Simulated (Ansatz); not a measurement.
Cost and result by functional for the adsorption energy of F on the 1x1 (110) surface of 3C silicon carbide (cut with top plane C + Si), one in a 2x2 cell, started at the site 'top Si', in Ansatz (plane waves, PAW). Single points on the PBE structure, on one kind of machine; costs are rough ratios of the slab run's core time (references not counted) to the cheapest single point. r2SCAN's cost holds its higher cutoff (500 against 420 eV). Differences are taken against r2SCAN for comparison alone: no measured value is at hand, so the table doesn't rank accuracy.

Host crystal: 3C silicon carbide, with a band gap (PBE, scalar-relativistic without spin-orbit coupling).

Slab: 49 atoms, 7.7 Å thick at the start under the adsorbate (thin: gaps and levels are the slab's own); k 3x3x1, smearing 0.01 eV, dipole-corrected; 24 atoms held, the rest relaxed; symmetry of the start imposed; spin-polarised, ending with about 1.0 μB a cell; orders that need a larger cell were not tried, no spin-orbit, no U, no dispersion correction. At the end it is bonded to Si. In PBE it is, or lies within 0.03 eV of, the lowest of the starts that converged. These notes are the PBE run's. RPBE: The program's check for a lower electronic state was not made. r2SCAN: The program's check for a lower electronic state was not made. Adsorption energies are against ½ F2(g). A negative adsorption energy means that the adsorbate is more stable on the surface than in its reference.

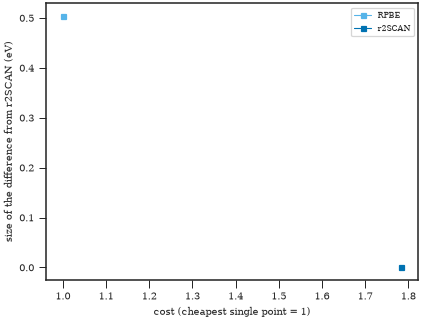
Figure. Difference from r2SCAN against cost

```json
[
 {"functional": "RPBE", "relative cost": "1", "adsorption energy (eV)": "-4.01", "less r2SCAN (eV)": "0.50"},
 {"functional": "r2SCAN", "relative cost": "2", "adsorption energy (eV)": "-4.51", "less r2SCAN (eV)": "0.00"},
 {"functional": "PBE (the relaxed run's value)", "relative cost": "–", "adsorption energy (eV)": "-4.14", "less r2SCAN (eV)": "0.37"}
]
```

The values span 0.50 eV, while the single points' costs differ by a factor of roughly 2. Differences are of unrounded values.

Ansatz is a program for electronic structure.
